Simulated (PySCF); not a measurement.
**C$_{5}$H$_{15}$FSi$_{2}$ (SMILES CC(C)C[SiH2][SiH2]CF): density, localisation and related maps**

Input

```
{"job": {"kind": "nmr", "xc": "PBE0", "basis": "pcSseg-1"}, "charge": 0, "multiplicity": 1}
C     -1.776084     0.042402     2.055207
C     -1.118969    -0.124206     0.685628
C     -2.136159    -0.653955    -0.320060
C     -0.517701     1.205383     0.226602
Si     0.440673     1.137335    -1.420271
Si     1.854628    -0.698586    -1.498835
C      3.122951    -0.573512    -0.056942
F      2.464076    -0.337609     1.137173
H     -2.179799    -0.905252     2.405704
H     -2.590345     0.763413     2.000828
H     -1.051557     0.395612     2.785496
H     -0.309317    -0.856814     0.784835
H     -1.666668    -0.859443    -1.280088
H     -2.928420     0.076700    -0.473859
H     -2.587078    -1.575100     0.044103
H      0.167024     1.552803     1.003714
H     -1.314187     1.950659     0.162569
H      1.176728     2.408225    -1.543831
H     -0.499692     1.123696    -2.553123
H      2.706370    -0.802292    -2.692126
H      1.214862    -2.013368    -1.346594
H      3.703254    -1.486788     0.090844
H      3.820656     0.257682    -0.186894
```

Launched as:

```sh
OMP_NUM_THREADS=1 python probes_run.py task.json out
```

Geometry: GFN2-xTB.

The calculation used PySCF 2.14.0, PBE0/pcSseg-1, SCF density, gas phase, non-relativistic.

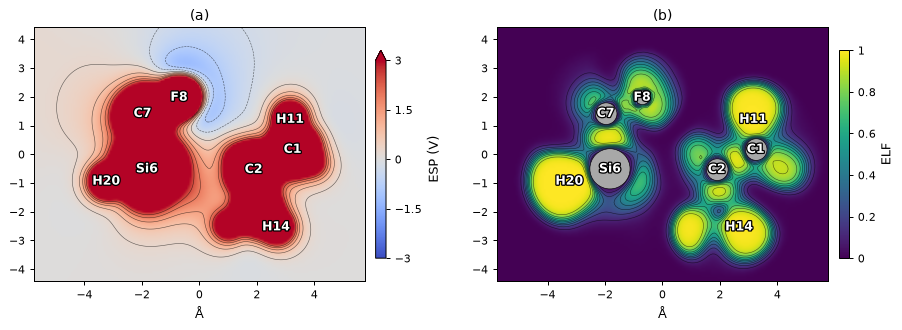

Figure 1. (a) molecular electrostatic potential; (b) electron localisation function on the plane of atoms Si6, C7 and F8. Grey discs cover the atomic cores in the ELF map.

Interpret the plot.

Answer. The section cuts through C, Si, F and H sites. C–F (1.38 Å): the ELF peaks at about 0.85 between the atoms: a polar covalent bond. C–C (1.53 Å): the ELF peaks at about 0.95 between the atoms, as expected for a covalent bond. C–Si (1.92 Å): the ELF peaks at about 1 between the atoms, as expected for localised, covalent bonding. C–H (1.09 Å): the ELF climbs to about 1 towards the hydrogen, as it does in any bond to H; an ordinary covalent bond to hydrogen. Si–H (1.47 Å): the ELF climbs to about 1 towards the hydrogen. The ELF also peaks beside F8, away from the bonds: lone-pair regions. Outside the dense part of the molecule the potential is most negative (−1.2 V) near F8.

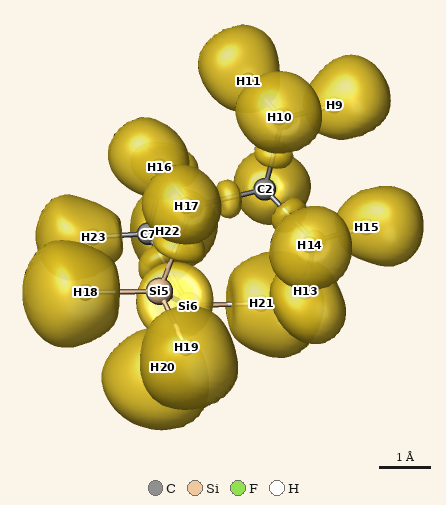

Figure 2. Isosurface of the ELF at 0.85 (yellow), seen at an oblique angle. Only the valence region is drawn (cores and ρ < 0.01 e/Å³ removed).

Where are the electrons localised?

Answer. The surface consists of three regions between bonded C–C atoms (shared pairs), two regions between bonded C–Si atoms (shared pairs), one region between bonded Si–Si atoms (shared pairs), 15 regions around hydrogen nuclei and one region wrapped around F (its lone pairs, merged into a ring or cap).

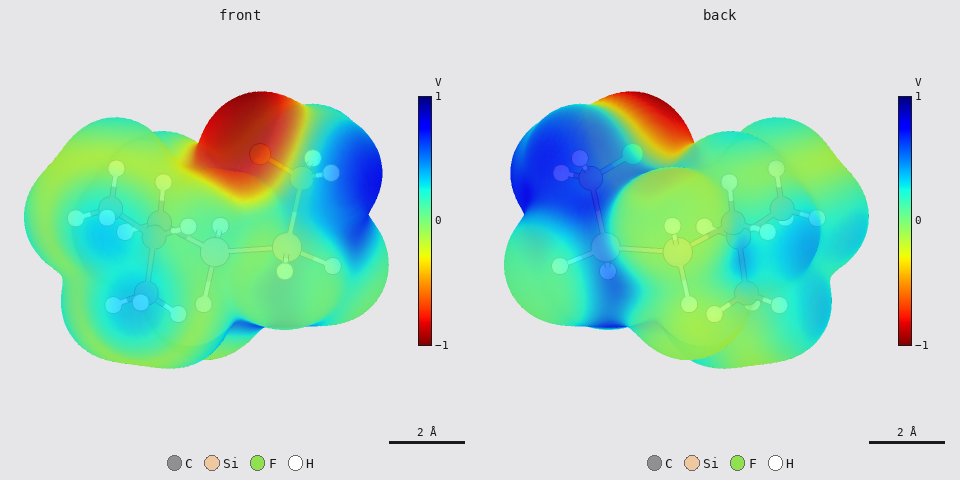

Figure 3. The molecular electrostatic potential painted on the density surface at 0.001 e/bohr³, seen from the front and from behind; red is negative and blue positive.

Describe the electrostatic potential map.

Answer. The most negative region (about −1.0 V) lies over F8, the most positive (about +0.7 V) over Si6, C7, H22 and H23.

What dipole moment does the calculation give?

Answer. Its dipole moment is 0.71 D.
